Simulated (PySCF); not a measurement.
# MoNCl: relaxation and vibrations of the triplet

Aim: relax MoNCl as a triplet from a linear start, check by its vibrations whether the end is a minimum, and collect its spectrum and constants.

Program: PySCF 2.14.0. Level of theory: PBE0, basis Mo def2-TZVP with ECP28, N def2-TZVP, Cl def2-TZVP, scalar-relativistic core potentials, no spin–orbit coupling, density fitting. These are calculated values, not measurements.

## 1. Where the work starts

3 atoms, charge 0, spin multiplicity 3.

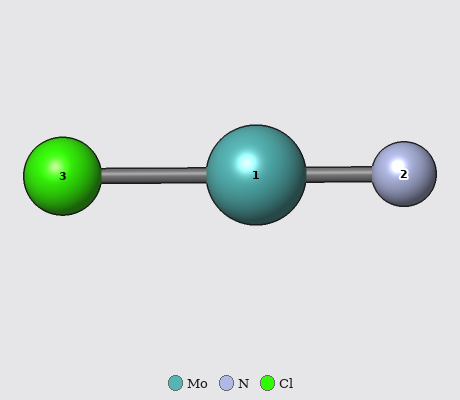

Start geometry, drawn with molybdenum teal, nitrogen light blue, chlorine green; atoms are numbered from 1 in the order of the file.

Z-matrix (Å, degrees; charge 0 multiplicity 3):
```
Mo
N  1 1.8100
Cl 1 2.3700 2 180.00
```

## 2. Finding the electronic state

The steps below are one call of a driver around PySCF. For each, scf.py gives the equivalent set-up of the SCF; relaxations use the driver's own optimiser. After this first run the driver tries any further starts and a stability analysis.

Input file scf.py:

```python
from pyscf import gto, scf, dft
mol = gto.M(atom='''
Mo     0.000000     0.000000     0.000000
N      0.000000     0.000000    -1.810000
Cl     0.000000     0.000000     2.370000''',
    basis={'Mo': 'def2-TZVP', 'N': 'def2-TZVP', 'Cl': 'def2-TZVP'},
    ecp={'Mo': 'def2-TZVP'},
    charge=0, spin=2)
mf = dft.UKS(mol, xc='PBE0')
mf.grids.atom_grid = (50, 194)
aux = {'Mo': 'def2-universal-JKFIT', 'N': 'def2-universal-JKFIT', 'Cl': 'def2-universal-JKFIT'}
mf = mf.density_fit(auxbasis=aux)
mf.conv_tol = 1e-08
mf.diis_space = 10
mf.max_cycle = 60
mf.init_guess = 'minao'
mf.verbose = 4
mf.kernel()
```

Started as:

```sh
> OMP_NUM_THREADS=4 python axn.py task.json out
```

The program printed:

```text
init E= -576.303374668261
[... the frontier-level lines of each cycle are left out ...]
cycle= 1 E= -582.861827150453  delta_E= -6.56  |g|= 0.329  |ddm|= 2.91
cycle= 2 E= -582.884743914719  delta_E= -0.0229  |g|= 0.299  |ddm|= 0.639
cycle= 3 E= -582.920759324375  delta_E= -0.036  |g|= 0.124  |ddm|= 0.288
cycle= 4 E= -582.919700202247  delta_E= 0.00106  |g|= 0.14  |ddm|= 0.113
cycle= 5 E= -582.92938910994  delta_E= -0.00969  |g|= 0.023  |ddm|= 0.0902
cycle= 6 E= -582.930818116466  delta_E= -0.00143  |g|= 0.019  |ddm|= 0.0456
cycle= 7 E= -582.933226239901  delta_E= -0.00241  |g|= 0.0194  |ddm|= 0.0998
cycle= 8 E= -582.93508964227  delta_E= -0.00186  |g|= 0.019  |ddm|= 0.195
cycle= 9 E= -582.935232798778  delta_E= -0.000143  |g|= 0.00703  |ddm|= 0.0445
cycle= 10 E= -582.935288191954  delta_E= -5.54e-05  |g|= 0.00271  |ddm|= 0.0181
cycle= 11 E= -582.93529397083  delta_E= -5.78e-06  |g|= 0.000897  |ddm|= 0.00869
cycle= 12 E= -582.935294522168  delta_E= -5.51e-07  |g|= 0.000271  |ddm|= 0.00286
cycle= 13 E= -582.935294618058  delta_E= -9.59e-08  |g|= 4.46e-05  |ddm|= 0.000974
cycle= 14 E= -582.935294622878  delta_E= -4.82e-09  |g|= 2.02e-05  |ddm|= 0.000142
Extra cycle  E= -582.93529462359  delta_E= -7.12e-10  |g|= 3.91e-05  |ddm|= 6.67e-05
converged SCF energy = -582.93529462359  <S^2> = 2.5639815  2S+1 = 3.3549853
```

This step, with its further starts and checks, took 8.9 s on 4 threads of Arm Neoverse V2, shared host.

Energies from each starting density:

```tsv
start	energy (Eh)
the minimal-basis guess	-582.935295
a thermally smeared density	-582.935295
a smeared PBE density	-582.935295
```

No lower solution of this spin turned up from the other starts or in the test of internal stability.

## 3. Relaxing the triplet from the linear start

The program finds C∞v symmetry in the start, which this walk keeps.

scf.py, as its differences from that of step 2:

```diff
@@ -3,3 +3,3 @@
-Mo     0.000000     0.000000     0.000000
-N      0.000000     0.000000    -1.810000
-Cl     0.000000     0.000000     2.370000''',
+Mo     0.000000    -0.000000    -0.391692
+N      0.000000    -0.000000    -2.201692
+Cl     0.000000     0.000000     1.978308''',
@@ -16 +15,0 @@
-mf.init_guess = 'minao'
```

The optimiser's trace:

```tsv
step	energy (Eh)	change (kJ/mol)	largest symmetric gradient (Eh/bohr)
0	-582.935295	0.00	0.11429
1	-582.960633	-66.53	0.03133
2	-582.960861	-67.12	0.02774
3	-582.961463	-68.70	0.00242
4	-582.961473	-68.73	0.00058
5	-582.961475	-68.74	0.00001
```

The walk took 8.8 s.

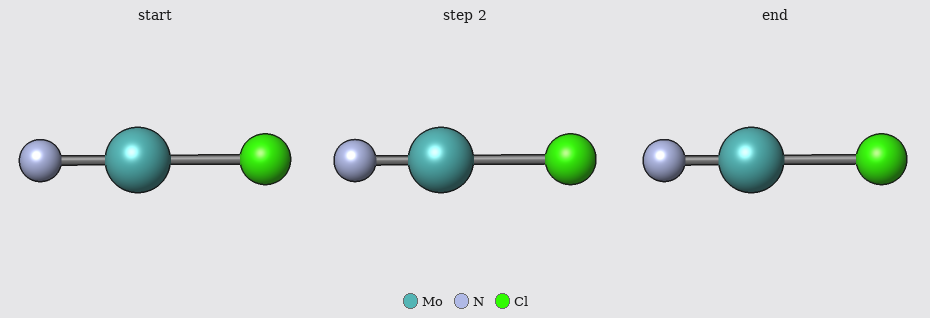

Start and end of the relaxation, with a step between.

End point (C∞v, 5 steps, 68.7 kJ/mol gained): Mo–Cl 2.420 Å, Mo–N 1.618 Å; Cl–Mo–N 180.0°.

## 4. Vibrations and properties at this point

The point is checked on the finer grid, and tightened if its gradient asks for it. The Hessian and the dipole derivatives come from central differences of analytic gradients, with steps of 0.02 bohr.

scf.py, as its differences from that of step 3:

```diff
@@ -3,3 +3,3 @@
-Mo     0.000000    -0.000000    -0.391692
-N      0.000000    -0.000000    -2.201692
-Cl     0.000000     0.000000     1.978308''',
+Mo     0.000000    -0.000000    -0.421983
+N      0.000000    -0.000000    -2.040097
+Cl    -0.000000     0.000000     1.998409''',
@@ -10 +10 @@
-mf.grids.atom_grid = (50, 194)
+mf.grids.atom_grid = (75, 302)
@@ -13 +13 @@
-mf.conv_tol = 1e-08
+mf.conv_tol = 1e-10
```

This SCF starts from the last density.

Log of the central SCF (cycles and frontier levels):

```text
init E= -582.961509345725
[... the frontier-level lines of each cycle are left out ...]
cycle= 1 E= -582.961509345594  delta_E= 1.3e-10  |g|= 1.98e-05  |ddm|= 1.39e-05
cycle= 2 E= -582.961509343382  delta_E= 2.21e-09  |g|= 7.62e-05  |ddm|= 4.39e-05
cycle= 3 E= -582.961509345759  delta_E= -2.38e-09  |g|= 1.7e-06  |ddm|= 3.61e-05
cycle= 4 E= -582.961509345761  delta_E= -2.27e-12  |g|= 8.74e-07  |ddm|= 1.94e-06
Extra cycle  E= -582.961509345764  delta_E= -2.27e-12  |g|= 1.37e-06  |ddm|= 2.4e-06
converged SCF energy = -582.961509345764  <S^2> = 2.1391062  2S+1 = 3.0913467
```

The whole step took 22 s.

Geometry: C∞v; Mo–Cl 2.420 Å, Mo–N 1.618 Å; Cl–Mo–N 180.0°.

Harmonic modes (main isotopes):

| symmetry | ω (cm⁻¹) | IR (km/mol) | type |
| --- | --- | --- | --- |
| π | 129i | 88.2 | bend |
| σ+ | 330 | 51.0 | stretch |
| σ+ | 1127 | 123 | stretch |

With 2 modes imaginary (up to 129i cm⁻¹) this point is a saddle.

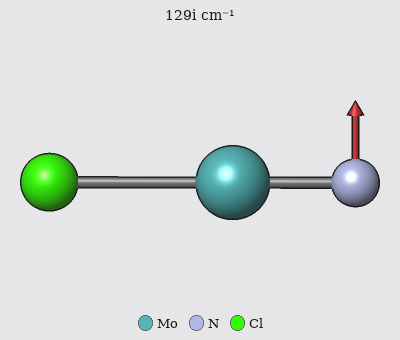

The imaginary mode, as arrows.

Properties at this point:

```yaml
Dipole_moment: 1.28 D
Highest_occupied_level: -7.70 eV
Lowest_empty_level: -3.62 eV
Rotational_constants: 0.07827 cm⁻¹
Zero-point_energy_real_modes: 8.7 kJ/mol
Principal_polarisabilities: 36.6, 36.6, 77.3 bohr³
Atomisation_energy_without_zero-point_energy: 829 kJ/mol
Principal_traceless_quadrupole_moments_about_the_centre_of_mass: -15.48, 7.74, 7.74 D Å
Spin_squared_⟨S²⟩: 2.139
```

Charges (e) and bond orders:

```json
{"atom": "Mo1", "Mulliken": "0.95", "Löwdin": "0.41", "polar tensor": "1.49", "spin (Mulliken)": "2.63", "Mayer order to Mo1": "–"}
{"atom": "N2", "Mulliken": "-0.47", "Löwdin": "-0.23", "polar tensor": "-0.77", "spin (Mulliken)": "-0.57", "Mayer order to Mo1": "2.79"}
{"atom": "Cl3", "Mulliken": "-0.48", "Löwdin": "-0.18", "polar tensor": "-0.72", "spin (Mulliken)": "-0.06", "Mayer order to Mo1": "0.89"}
```

Outer orbital energies (eV). α occupied: -10.47, -10.12, -10.12, -8.51, -8.51, -8.25, -7.71, -7.70; empty: -3.62, -1.75, -1.75, 0.48. β occupied: -21.87, -20.43, -10.67, -9.98, -9.98, -8.63, -8.63, -8.35; empty: -2.68, -2.40, -2.40, -1.02.

Mulliken populations on Mo1 (outside its core potential): s 2.33, p 6.09, d 4.60, f 0.04.

## 5. Downhill along the imaginary mode

The atoms are moved a little along the softest imaginary mode and relaxed again.

The program finds Cs symmetry in the start, which this walk keeps. Threshold on the gradient: 0.0003 Eh/bohr, with a further test on the energy change.

scf.py, as its differences from that of step 4:

```diff
@@ -3,3 +3,3 @@
-Mo     0.000000    -0.000000    -0.421983
-N      0.000000    -0.000000    -2.040097
-Cl    -0.000000     0.000000     1.998409''',
+Mo     0.000680     0.059657    -0.421983
+N     -0.002849    -0.249984    -2.040097
+Cl    -0.000763    -0.066923     1.998409''',
@@ -10 +10 @@
-mf.grids.atom_grid = (75, 302)
+mf.grids.atom_grid = (50, 194)
@@ -13 +13 @@
-mf.conv_tol = 1e-10
+mf.conv_tol = 1e-08
```

Steps of the walk:

```tsv
step	energy (Eh)	change (kJ/mol)	largest symmetric gradient (Eh/bohr)
0	-582.961981	0.00	0.03187
1	-582.963546	-4.11	0.00864
2	-582.964984	-7.89	0.01060
3	-582.967090	-13.41	0.00847
4	-582.969238	-19.05	0.01352
5	-582.971134	-24.03	0.02762
6	-582.972728	-28.22	0.03546
7	-582.974793	-33.64	0.01972
8	-582.975708	-36.04	0.00793
9	-582.975841	-36.39	0.00265
10	-582.975844	-36.40	0.00178
11	-582.975851	-36.42	0.00012
12	-582.975850	-36.41	0.00002
```

The walk took 23 s.

Positions (Å) and forces (eV/Å) along the way:

```
step 0
Mo   0.001   0.060  -0.422   0.000  -0.018  -1.426
N   -0.003  -0.250  -2.040   0.001   0.132   1.639
Cl  -0.001  -0.067   1.998  -0.001  -0.114  -0.213
step 1
Mo   0.001   0.088  -0.433   0.005   0.444   0.293
N   -0.003  -0.265  -2.005  -0.003  -0.292  -0.250
Cl  -0.001  -0.080   1.975  -0.002  -0.152  -0.043
step 6
Mo   0.005   0.474  -0.457  -0.014  -1.154  -1.329
N   -0.006  -0.488  -1.800   0.013   1.118   1.823
Cl  -0.003  -0.244   1.794   0.001   0.036  -0.493
step 12
Mo   0.006   0.556  -0.472  -0.001  -0.001  -0.003
N   -0.006  -0.527  -1.668   0.000  -0.004   0.002
Cl  -0.003  -0.286   1.676   0.001   0.005   0.001
```

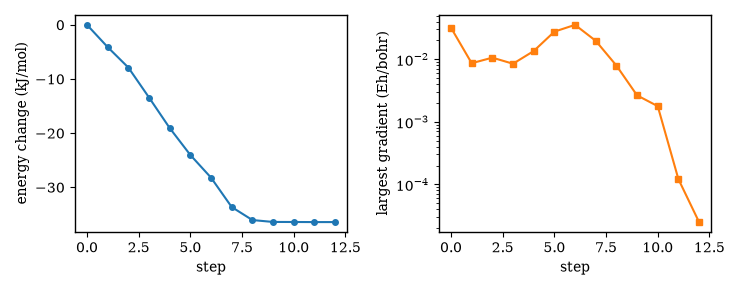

How energy and gradient fall.

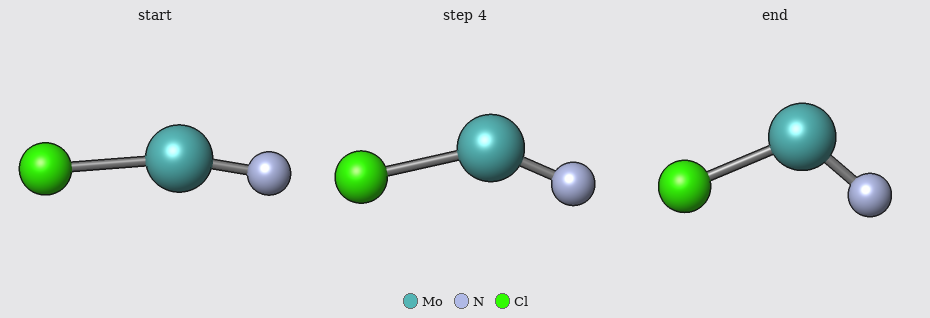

The geometry along the walk, at one scale.

After 12 steps and 36.4 kJ/mol it ends at Cs: Mo–Cl 2.307 Å, Mo–N 1.613 Å; Cl–Mo–N 116.5°.

## 6. Is it a minimum? Harmonic modes

The same treatment as at the point before.

scf.py, as its differences from that of step 5:

```diff
@@ -3,3 +3,3 @@
-Mo     0.000680     0.059657    -0.421983
-N     -0.002849    -0.249984    -2.040097
-Cl    -0.000763    -0.066923     1.998409''',
+Mo     0.003462     0.303771    -0.397434
+N     -0.008873    -0.778584    -1.593438
+Cl    -0.006135    -0.538348     1.750528''',
@@ -10 +10 @@
-mf.grids.atom_grid = (50, 194)
+mf.grids.atom_grid = (75, 302)
@@ -13 +13 @@
-mf.conv_tol = 1e-08
+mf.conv_tol = 1e-10
```

Log of the central SCF (cycles and frontier levels):

```text
init E= -582.975724214634
[... the frontier-level lines of each cycle are left out ...]
cycle= 1 E= -582.97572421462  delta_E= 1.46e-11  |g|= 7.14e-06  |ddm|= 8.64e-06
Extra cycle  E= -582.975724214391  delta_E= 2.29e-10  |g|= 2.48e-05  |ddm|= 1.62e-05
converged SCF energy = -582.975724214391  <S^2> = 2.0587871  2S+1 = 3.0389387
```

The whole step took 35 s on 4 threads of Arm Neoverse V2, shared host.

Geometry: Cs; Mo–Cl 2.307 Å, Mo–N 1.613 Å; Cl–Mo–N 116.4°.

Modes, for the most abundant isotopes:

```tsv
symmetry	ω (cm⁻¹)	IR (km/mol)	type
a'	158	5.6	bend
a'	384	66.5	stretch
a'	1150	87.1	stretch
```

All wavenumbers are real: a minimum.

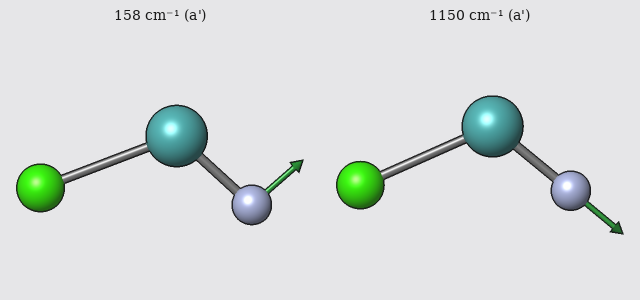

Displacements of 2 of the modes, as arrows (one member where a mode is degenerate).

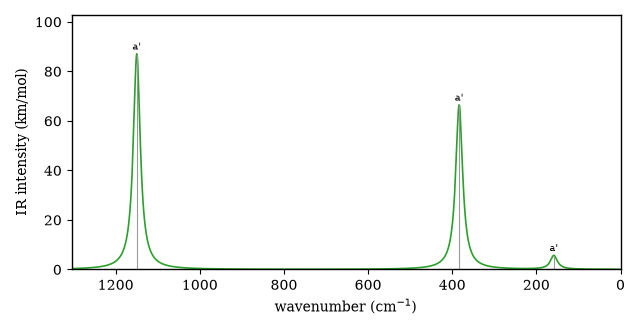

The harmonic infrared spectrum (widths in cm⁻¹). Lines are broadened to a width of 20 cm⁻¹ (Lorentzian).

Constants and moments:

```
Dipole moment                                                   : 4.92 D
Highest occupied level                                          : -6.73 eV
Lowest empty level                                              : -3.44 eV
Rotational constants                                            : 0.7614, 0.103, 0.09071 cm⁻¹
Zero-point energy                                               : 10.1 kJ/mol
Principal polarisabilities                                      : 43.2, 48.9, 67.8 bohr³
Atomisation energy without zero-point energy                    : 867 kJ/mol
Principal traceless quadrupole moments about the centre of mass : -10.14, 3.14, 7.01 D Å
Entropy at 298.15 K and 1 bar (electronic part: spin only)      : 299.8 J/(mol K)
Heat capacity Cp at 298.15 K                                    : 48.5 J/(mol K)
Enthalpy at 298.15 K above 0 K                                  : 12.48 kJ/mol
Rotational symmetry number                                      : 1
Spin squared ⟨S²⟩                                               : 2.059
```

Populations by atom (charges in e):

```
atom  Mulliken  Löwdin  polar tensor  spin (Mulliken)  Mayer order to Mo1
 Mo1      0.94    0.31          1.26             2.36                   –
  N2     -0.48   -0.25         -0.63            -0.38                2.83
 Cl3     -0.46   -0.06         -0.63             0.02                0.90
```

Outer orbital energies (eV). α occupied: -10.59, -9.82, -9.70, -9.17, -9.15, -8.23, -6.78, -6.73; empty: -3.44, -1.76, -0.53, 0.32. β occupied: -21.79, -20.05, -10.40, -9.61, -9.48, -9.04, -8.80, -8.25; empty: -2.63, -2.15, -2.09, -0.89.

Mulliken populations on Mo1 (outside its core potential): s 2.28, p 6.14, d 4.61, f 0.03.

## 7. The points found, side by side

| spin | group | bonds | imaginary modes (cm⁻¹) | ΔE (kJ/mol) | with zero-point energy |
| --- | --- | --- | --- | --- | --- |
| triplet | Cs | Mo–Cl 2.307 Å, Mo–N 1.613 Å | none | 0.0 | 0.0 |
| triplet | C∞v | Mo–Cl 2.420 Å, Mo–N 1.618 Å | 129i, 129i | 37.3 | – |

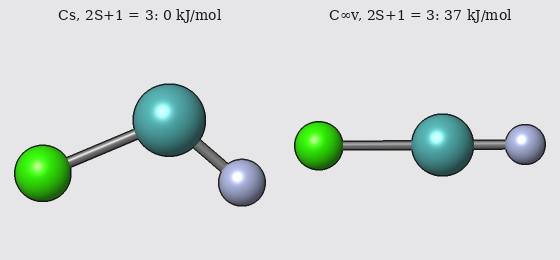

The points, lowest first (molybdenum teal, nitrogen light blue, chlorine green).

## 8. What came out

```
                                          quantity                                        value
                                           minimum                                  triplet, Cs
                                          geometry  Mo–Cl 2.307 Å, Mo–N 1.613 Å; Cl–Mo–N 116.4°
                                wavenumbers (cm⁻¹)                158 (a'), 384 (a'), 1150 (a')
                                     dipole moment                                       4.92 D
highest occupied, lowest empty level (either spin)                              -6.73, -3.44 eV
                        polar-tensor charge of Mo1                                      +1.26 e
                                 zero-point energy                                  10.1 kJ/mol
                               entropy at 298.15 K                              299.8 J/(mol K)
         atomisation energy (no zero-point energy)                                   867 kJ/mol
                                              ⟨S²⟩                                        2.059
```

The linear start (C∞v) ends in a minimum of Cs symmetry, after a stop at a second-order saddle point 37.3 kJ/mol higher, from which it was pushed off along an imaginary mode. The strongest infrared band lies at 1150 cm⁻¹ (a', stretch). Most of the spin sits on Mo1 (Mulliken spin 2.36, against 2 for the whole molecule). Only this shape and spin were tried, so other structures or states may lie lower. One determinant may miss the lowest occupation of an open d or f shell.

The search up to here took 97 s.
